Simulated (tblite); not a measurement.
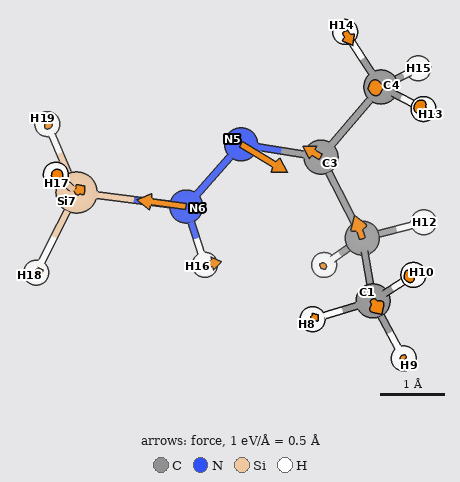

Starting geometry of C₄H₁₂N₂Si with the computed forces as orange arrows. Style: ball-and-stick. Shown face on.

These are results of tblite, GFN2-xTB geometry optimisation, gas phase, not measurements. 

What follows when this structure is relaxed?

Answer. It isn't relaxed: the largest force vector, on an N atom, is 1.81 eV/Å. The final displacements have little in common with the starting forces (cosine between the two patterns 0.25). Over 44 geometry steps the energy falls by 0.133 eV. The atom that moves furthest after the best rigid fit is an H atom (0.13 Å). Largest moves by element: H 0.13 Å, N 0.08 Å, C 0.08 Å, Si 0.06 Å. Among the contacts that change: N–Si 1.759 → 1.730 Å, H–Si 1.489 → 1.463 Å, C–N 1.291 → 1.269 Å, C–H 1.109 → 1.090 Å. Among the angles between lasting bonds that change: Si–N–H 115.6° → 122.8°, N–N–H 123.0° → 117.3°, N–Si–H 107.0° → 102.5°.
